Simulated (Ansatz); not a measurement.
**Fields on a plane of TiO2 (rutile)**

```yaml
crystal:
  lattice:
    - [4.64340, 0.00000, 0.00000]
    - [0.00000, 4.64340, 0.00000]
    - [0.00000, 0.00000, 2.96385]
  atoms:
    - { symbol: Ti, position: [0.00000, 0.00000, 0.00000] }
    - { symbol: Ti, position: [0.50000, 0.50000, 0.50000] }
    - { symbol: O, position: [0.30513, 0.30513, 0.00000] }
    - { symbol: O, position: [0.80513, 0.19487, 0.50000] }
    - { symbol: O, position: [0.19487, 0.80513, 0.50000] }
    - { symbol: O, position: [0.69487, 0.69487, 0.00000] }
```

The slice is a (-1 1 0) plane (indices of the conventional cell) through the point (0.805, 0.195, 0.500) (fractional), spanned by u = [001] and v = [110] in vectors of this cell: u (2.96 Å) and v (6.57 Å, at 90° to u). It covers one period; positions are fractions (u, v).

Atoms on it: O at (0.00, 0.00). Other atoms lie within 1 Å of the plane.

Computed with PBE (plane waves to 420 eV, PAW, scalar-relativistic; Ansatz, a quantum-chemistry and plane-wave program). k mesh 7×7×11. Inside the PAW spheres the values are not all-electron values, and peaks at nuclei hang on which shells count as valence. TiO2 is run without spin polarisation. TiO2 was relaxed with its symmetry unable to fall.

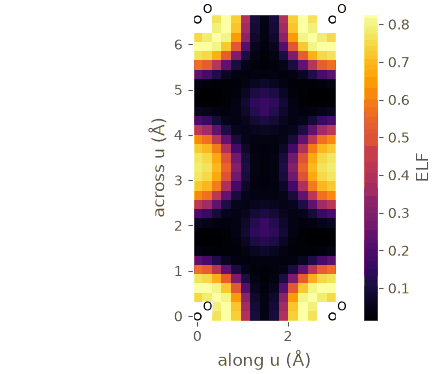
Figure: Electron localisation function (ELF), one period of the plane, atoms marked. Points within 0.4 Å of a nucleus are left white, as the pseudised field means little there.

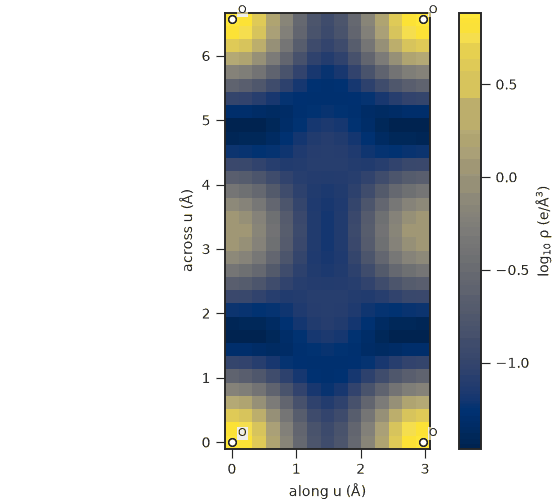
Figure. Log₁₀ of the valence density in e/Å³, one period of the plane, atoms marked. The scale is logarithmic, as a density can span decades between atoms and voids.
